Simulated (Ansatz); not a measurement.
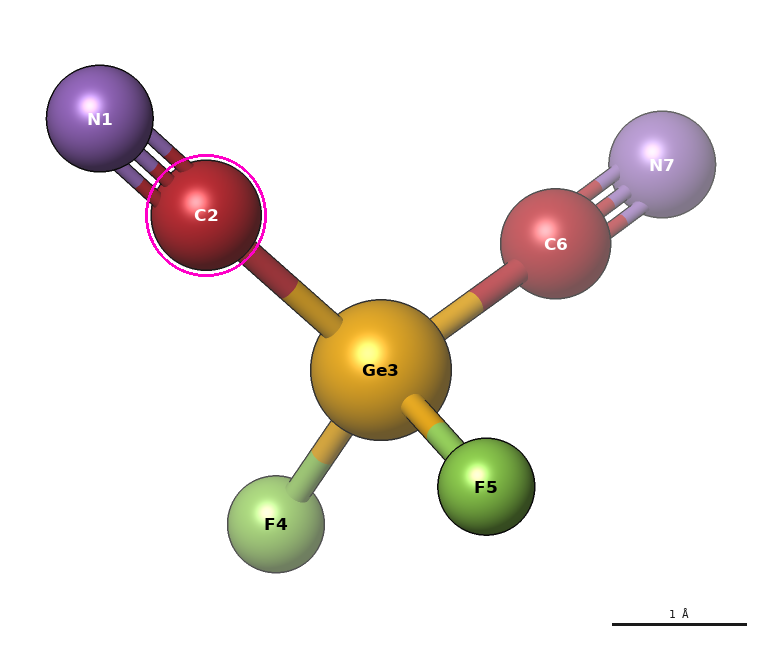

Orthographic view. Distant atoms are faded towards the background colour. The geometry was computed by an optimisation with PBE-D4/def2-SVP. No frequency run is at hand to confirm it as a minimum.

Question: Name the neighbours of the circled atom.

Answer: The circled atom is C2; it is bonded to N1, Ge3.

Question: What is the shortest path along bonds from the circled atom to N7?

Answer: C2–Ge3–C6–N7, 3 bonds; through space the two are 4.19 Å apart.

Question: Which atom is farthest from the viewer?

Answer: N7, 1.6 Å behind the mean position.

Question: Which two atoms are farthest apart in space?

Answer: N1 and N7, 5.10 Å.
